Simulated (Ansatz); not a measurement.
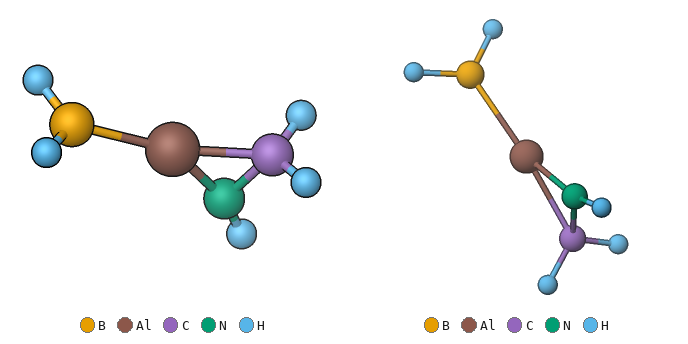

Both panels show the same species.

The computed structure is the end point of a PBE0-D4/def2-TZVP optimisation.

> Count the atoms of each element.

CH₅AlBN, 9 atoms: 1 carbon, 5 hydrogen, 1 aluminium, 1 boron and 1 nitrogen.

> How many bonds of each kind are drawn?

2 B–H, 2 C–H, 1 Al–B, 1 C–Al, 1 C–N, 1 Al–N, 1 N–H.

> Name functional groups in it.

Among them: B–H bond.

> Give a SMILES string for it.

[BH2][Al]1[CH2][NH]1

The parts below concern this one geometry. Atoms keep their numbers from picture to picture.

## Shape

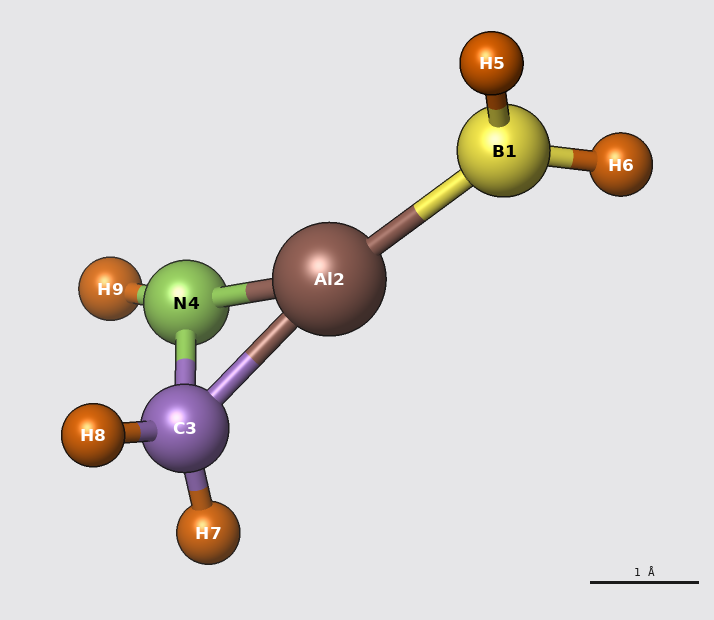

Atoms carry their numbers in the input.

What are the angles Al2–B1–H5, Al2–B1–H6, B1–Al2–C3, B1–Al2–N4, C3–Al2–N4, Al2–C3–N4, Al2–C3–H7, Al2–C3–H8, N4–C3–H7, N4–C3–H8, Al2–N4–C3, Al2–N4–H9, C3–N4–H9?

```csv
angle,degrees
Al2–B1–H5,121.6
Al2–B1–H6,121.8
B1–Al2–C3,164.9
B1–Al2–N4,147.8
C3–Al2–N4,47.3
Al2–C3–N4,58.9
Al2–C3–H7,122.0
Al2–C3–H8,121.9
N4–C3–H7,116.0
N4–C3–H8,116.2
Al2–N4–C3,73.8
Al2–N4–H9,164.0
C3–N4–H9,121.9
```

## Levels of theory compared

Program: Ansatz 0.2.0.

Compare HOMO–LUMO gap (eV) at these levels: BLYP-D4/def2-TZVPP; PBE-D4/def2-TZVPP; PBE0-D4/def2-SVP; SPW92 (LDA)/def2-TZVPP; r2SCAN-D4/def2-TZVPP; r2SCAN0-D4/def2-TZVPP; revPBE-D4/def2-TZVPP; ωB97M-V/def2-TZVPP.

```
                 level  HOMO–LUMO gap (eV)
    BLYP-D4/def2-TZVPP                1.44
     PBE-D4/def2-TZVPP                1.40
      PBE0-D4/def2-SVP                3.43
SPW92 (LDA)/def2-TZVPP                1.30
  r2SCAN-D4/def2-TZVPP                1.83
 r2SCAN0-D4/def2-TZVPP                3.73
  revPBE-D4/def2-TZVPP                1.44
    ωB97M-V/def2-TZVPP                7.55
```

## Vibrations

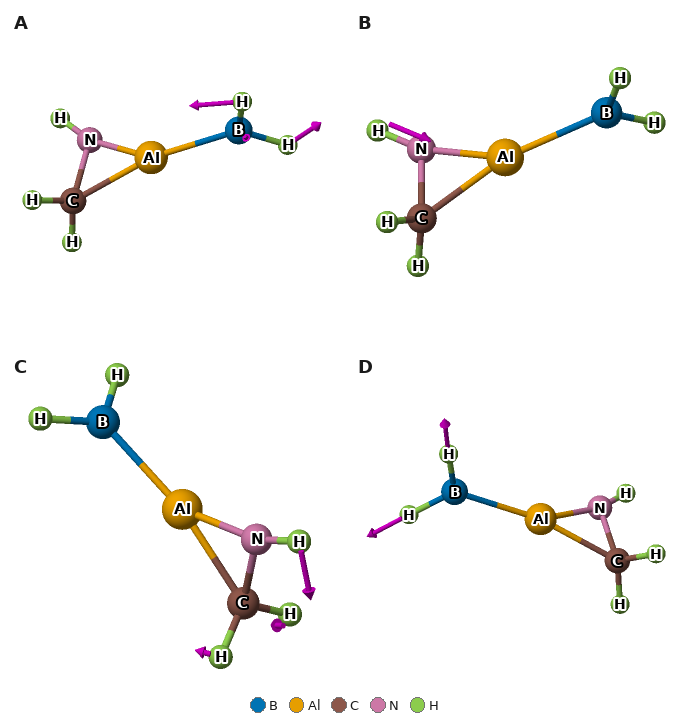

4 normal modes of one molecule or complex, as arrows. Harmonic vibrations computed with RKS PBE0-D4/def2-TZVP (Ansatz 0.2.0) at a stationary point of the same level.

> Match the panels to the wavenumbers 552 cm⁻¹, 1156 cm⁻¹, 2583 cm⁻¹, 3640 cm⁻¹.

A: 552 cm⁻¹, Al–B–H bending
B: 3640 cm⁻¹, N–H stretching
C: 1156 cm⁻¹, angle bending
D: 2583 cm⁻¹, in-phase stretching of 2 B–H bonds

## Charges

The questions are on Mulliken charges. Method: RKS PBE-D4/def2-TZVPP (Ansatz 0.2.0).

> Which atom carries the highest charge (most positive or least negative)?

Al2 (0.24 e).

> And the lowest?

N4 (−0.32 e).

Give the Mulliken charges atom by atom.

```tsv
atom	value (e)
B1	−0.07
Al2	0.24
C3	−0.23
N4	−0.32
H5	0.05
H6	0.05
H7	0.08
H8	0.08
H9	0.13
```

## Dipole moment

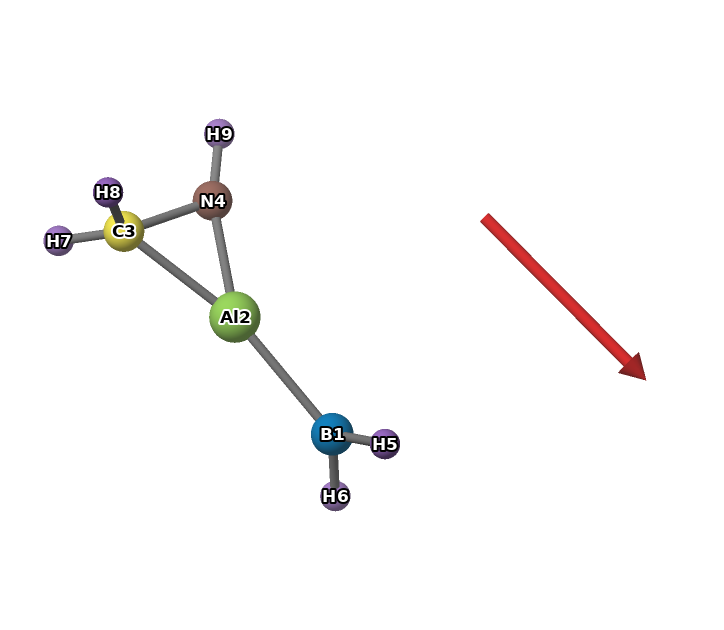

The arrow beside the molecule shows the direction of the dipole moment, from the negative to the positive end (its length means nothing). Level of theory: RKS ωB97M-V/def2-TZVPP (Ansatz 0.2.0).

> How large is the dipole moment?

1.52 D; it points from the side of H7, H8 to the side of H5, H6 (the outermost atoms at the two ends).

Mulliken values depend strongly on the basis set and can even reverse the polarity of a bond.
